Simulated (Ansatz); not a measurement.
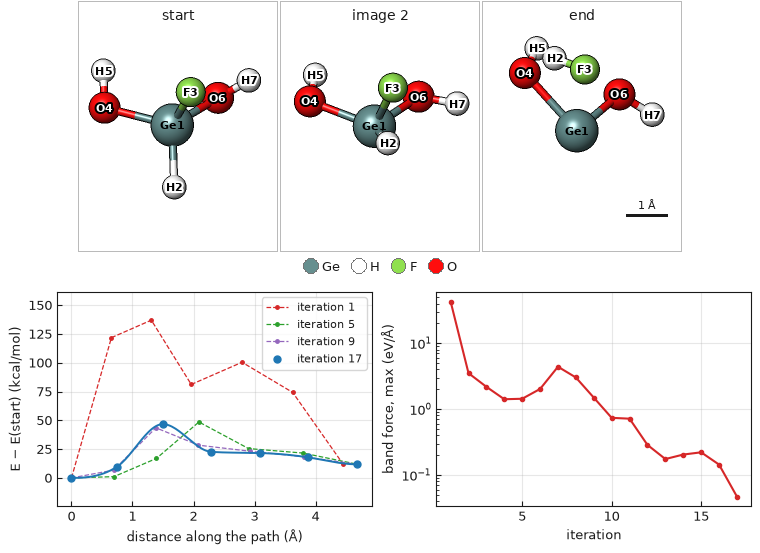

NEB run on GeH3O2F. Images are numbered from 0 (start) to 6 (end). The plot follows the band through its iterations. A ball-and-stick model, seen from a free direction.

Level of theory: RKS PBE/def2-SVP in Ansatz 0.2.0. Settings: 5 movable images; climbing image; force threshold 0.05 eV/Å; iteration limit 60; starting path through a guess of the saddle point.

Did the band converge, and can the barrier be trusted?

The result is final at these settings. The band converged in 17 iterations. The largest component of the band force went from 43 to 0.047 eV/Å. The climbing image converged on the top of the path. Its vibrational analysis gives one imaginary mode (1085i cm⁻¹), as a transition state must have. The first iteration put the highest image at 137.0 kcal/mol. Forward barrier 46.7 kcal/mol, backward barrier 34.9 kcal/mol, with image 2 at the top; the reaction energy is +11.8 kcal/mol.
